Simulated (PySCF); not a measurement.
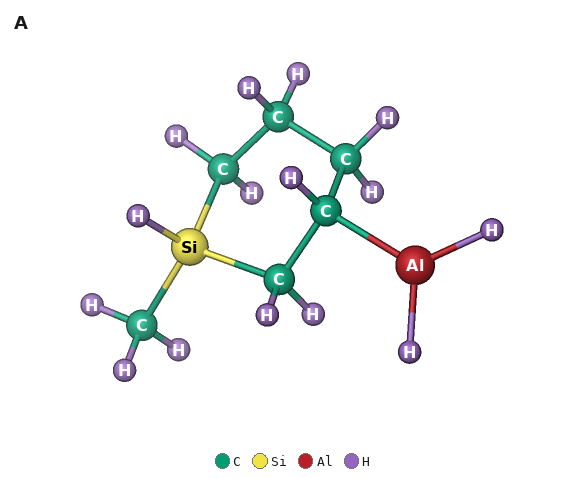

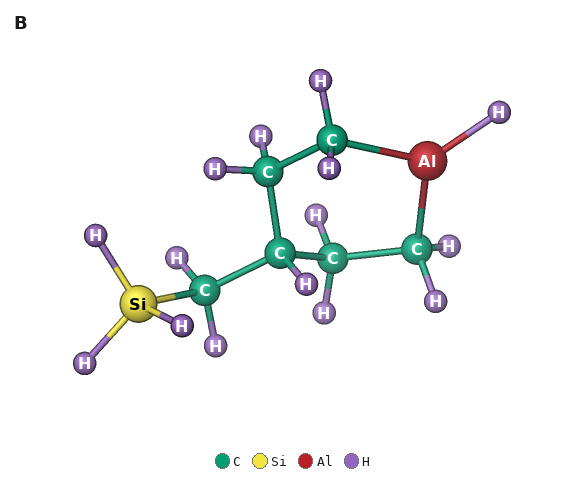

2 stationary structures of one formula. Geometries: GFN2-xTB. Electronic energies: PBE0/pcSseg-1 (PySCF 2.14.0), without zero-point energy. No frequency run is at hand to confirm each as a minimum. Each is one conformer, not always the lowest.

Are they conformers, stereoisomers or constitutional isomers?

They are constitutional isomers of C6H15AlSi: A `C[Si@@H]1CCC[C@H]([AlH2])C1`, B `[SiH3]CC1C[CH2][AlH][CH2]C1`.

Which structure is the most stable?

A is lowest; B lies 7.2 kcal/mol above it.

The geometry is semi-empirical. Around Al, Si such bond lengths and angles can be off by a tenth of an ångström or more and by several degrees, and values that hang on the shape move with them.
